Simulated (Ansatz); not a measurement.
System: Na$_{2}$ZnF$_{4}$.

```yaml
crystal:
  lattice:
    - [4.66258, -0.00023, 4.74262]
    - [-6.55144, -0.00051, 6.43932]
    - [-0.00005, -3.17070, 0.00020]
  atoms:
    - { symbol: Na, position: [0.25001, 0.75000, 0.00000] }
    - { symbol: Na, position: [0.75001, 0.25000, 0.00000] }
    - { symbol: Na, position: [0.25001, 0.25000, 0.00000] }
    - { symbol: Na, position: [0.75001, 0.75000, 0.00000] }
    - { symbol: Zn, position: [0.00000, 0.50000, 0.50000] }
    - { symbol: Zn, position: [0.50000, 0.00000, 0.50000] }
    - { symbol: F, position: [0.00001, 0.28187, 0.50002] }
    - { symbol: F, position: [0.50001, 0.78187, 0.50002] }
    - { symbol: F, position: [0.19990, 0.50001, 0.99997] }
    - { symbol: F, position: [0.69990, 0.00001, 0.99997] }
    - { symbol: F, position: [0.30010, 0.99999, 0.00003] }
    - { symbol: F, position: [0.80010, 0.49999, 0.00003] }
    - { symbol: F, position: [0.00001, 0.71813, 0.49998] }
    - { symbol: F, position: [0.50001, 0.21813, 0.49998] }
```

Space group Cmmm; a structure from a database of computed crystals, not necessarily the ambient phase; started from the Al2ZnSe4-6 prototype, which need not be the ambient phase; changed on purpose from its base cell (shaken).

The calculation used DFT, PBEsol, plane waves, PAW in Ansatz 0.2.0.

What will maps of the valence pseudo-density and electron localisation function show?

Na–F (2.32 Å): the density is about 0.14 e/Å³ at the midpoint; the ELF is about 0.05 at the midpoint (a closed-shell, largely ionic contact).

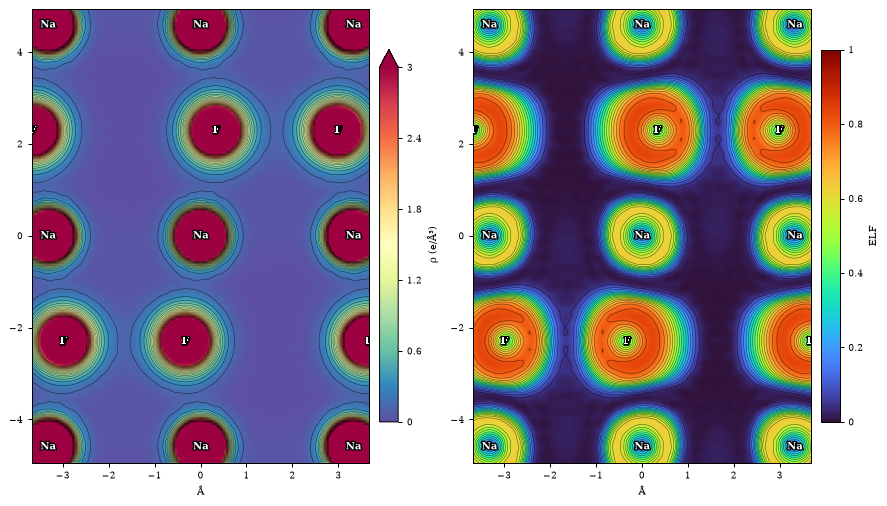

Computed valence pseudo-density and electron localisation function on the (001) plane of the conventional cell, in this order. 

In a PAW calculation such maps are meaningful between the atoms, not at the nuclei.
